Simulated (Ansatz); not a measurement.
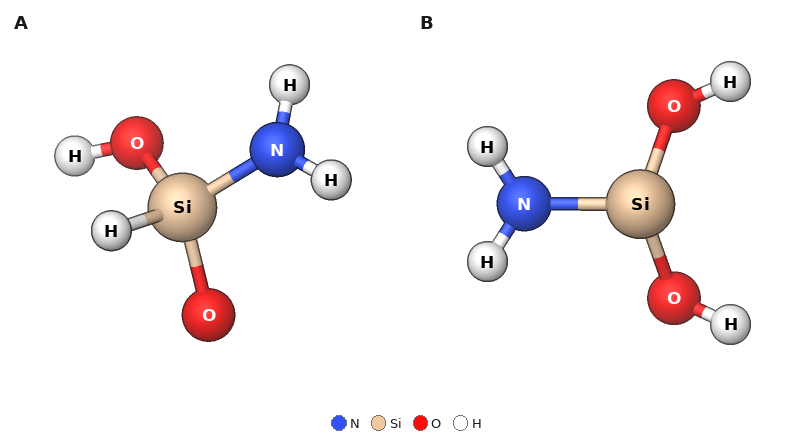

2 stationary structures of one formula. The species is neutral and a spin doublet. Geometries: PBE0-D4/def2-TZVP. Electronic energies: CCSD(T)/CBS (from def2-TZVPP and def2-QZVPP) (Ansatz 0.2.0), without zero-point energy. No frequency run is at hand to confirm each as a minimum.

**How are they related?**

They are constitutional isomers of H4NO2Si: A `N[Si@H]([O])O`, B `N[Si](O)O`.

**Which structure is the most stable?**

B is lowest (Cs); A lies 1.148 eV above it (C1).

Give E(B) − E(A) in eV at these levels too: ωB97M-V/def2-TZVPP; CCSD(T)/CBS (from def2-TZVPP and def2-QZVPP); B3LYP-D4/def2-TZVPP; B2PLYP (frozen core)/def2-TZVPP; ωB97X-V/def2-TZVPP; r2SCAN-D4/def2-TZVPP; UHF-CCSD(T) (frozen core)/def2-TZVPP; PBE0-D4/def2-TZVPP.

```
                                       level  E(B) − E(A) (eV)
                          ωB97M-V/def2-TZVPP            −0.986
CCSD(T)/CBS (from def2-TZVPP and def2-QZVPP)            −1.148
                         B3LYP-D4/def2-TZVPP            −1.009
             B2PLYP (frozen core)/def2-TZVPP            −1.086
                          ωB97X-V/def2-TZVPP            −0.971
                        r2SCAN-D4/def2-TZVPP            −1.085
        UHF-CCSD(T) (frozen core)/def2-TZVPP            −1.058
                          PBE0-D4/def2-TZVPP            −1.107
```
